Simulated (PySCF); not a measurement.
C$_{5}$H$_{12}$, SMILES `CC(C)(C)C`.

Level of theory: B3LYP/def2-SVPD (PySCF), at a geometry from GFN2-xTB. No frequency check shows the geometry to be a minimum.

Geometry (Å), atoms numbered from 1:

```
C1       1.0396   -0.9416   -0.6114
C2       0.0003    0.0001    0.0004
C3       0.6800    0.9198    1.0163
C4      -0.6364    0.8442   -1.1061
C5      -1.0832   -0.8222    0.7010
H6       1.8197   -0.3747   -1.1153
H7       1.5035   -1.5523    0.1593
H8       0.5744   -1.6051   -1.3377
H9       1.1393    0.3371    1.8122
H10     -0.0443    1.5984    1.4624
H11      1.4559    1.5129    0.5360
H12     -1.3800    1.5213   -0.6905
H13     -1.1269    0.2084   -1.8390
H14      0.1192    1.4370   -1.6175
H15     -0.6498   -1.4302    1.4925
H16     -1.8337   -0.1706    1.1417
H17     -1.5791   -1.4838   -0.0057
```

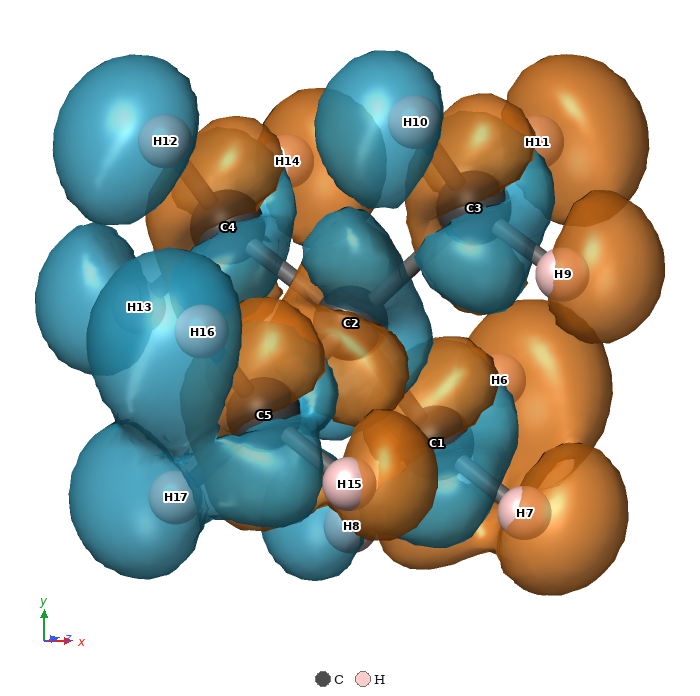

Change of the electron density in a uniform field of 0.21 V/Å, surfaces at ±0.0015 e/Å³ (light blue: gain, orange: loss).

Question: Along which Cartesian direction does the field point?

Answer: Along +x: electrons gather on the −x side, against the field.

Question: What dipole is induced, and what polarisability does it imply?

Answer: The induced dipole is 0.65 D (along the field); α along this axis, from the fields in both directions, is 64 bohr³ (9.4 Å³).

Question: Which atoms gain and lose the most charge?

Answer: Electrons gather most on H12 and H16 alike (Hirshfeld charge changes by −0.007 e) and leave H6 and H11 alike most (+0.007 e); 0.065 electrons are displaced in all.
